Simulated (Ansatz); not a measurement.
```xyz
4

Si   -1.0441   -0.3909   -1.6374
Si    1.0457    0.3872    1.6372
Si   -0.8930   -0.4250    0.6709
Si    0.8913    0.4288   -0.6707
```

Geometry: r2SCAN-D4/def2-TZVP.

All numbers below come from Ansatz, RKS PBE0-D4/def2-TZVP.

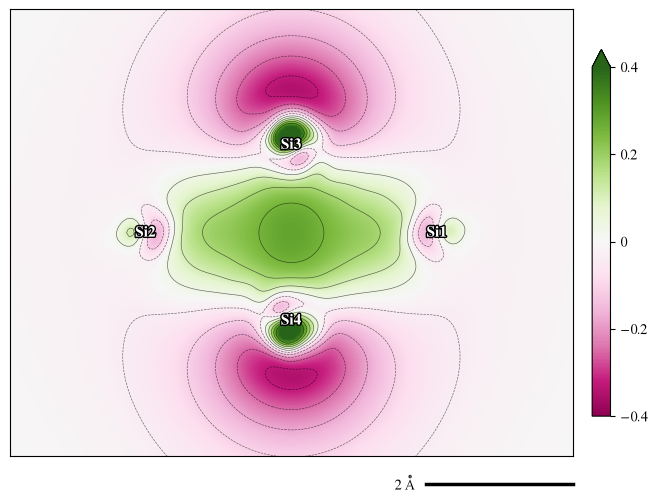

Si4. The HOMO−1 on the molecular plane (values in Å⁻³ᐟ²; the overall sign is arbitrary).

Q: Where does this orbital lie, and at what energy?

A: It lies mainly on Si4 (about 45 %), Si3 (about 45 %), Si2 (about 5 %) and Si1 (about 5 %); it is symmetric in the molecular plane (an in-plane orbital: σ, lone-pair or in-plane π type); it is gerade (even under inversion). Its energy is −6.58 eV.
